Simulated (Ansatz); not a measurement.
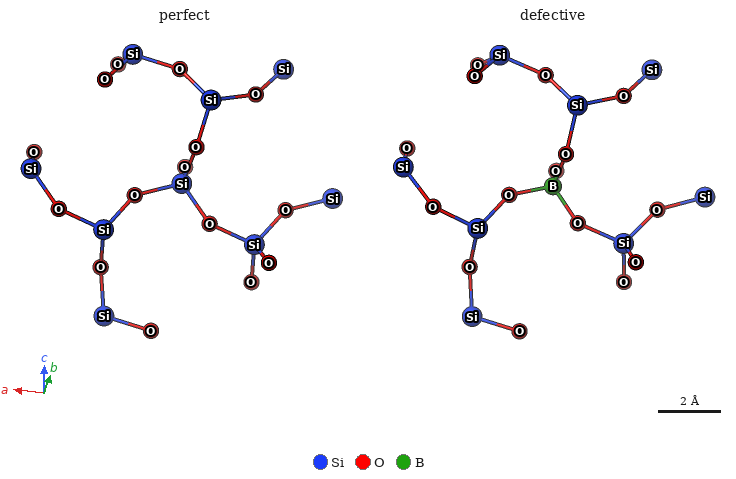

Left: perfect SiO2. Right: the same region with one point defect, after relaxing the atoms in a supercell of 48 sites. Style: ball-and-stick. Shown: the atoms within 5.4 Å of one point, in a slice 3.4 Å thick across the line of sight, from a free direction.

Level of theory: DFT, PBE, plane-wave PAW, default files, scalar-relativistic (Ansatz). Settings: plane-wave cutoff 420 eV; k-point mesh 3 × 3 × 3; occupations fermi dirac; smearing width 0.01 eV; collinear spin. The axes drawn are those of the host's conventional cell.

### What kind of defect was made?

A silicon atom is replaced by boron.

The charge state of the cell is 0.

### What does the relaxation do around it?

In the host the Si atom has 4 O at 1.60 to 1.61 Å; the B atom ends with 4 O at 1.46 to 1.47 Å. Of the host's atoms, an oxygen atom moves furthest from its site, by 0.29 Å. The B atom itself moves 0.19 Å from where it was put. The cell's net moment is 1.00 μB. Relaxing the atoms from the host's sites lowers the energy by 1.56 eV.
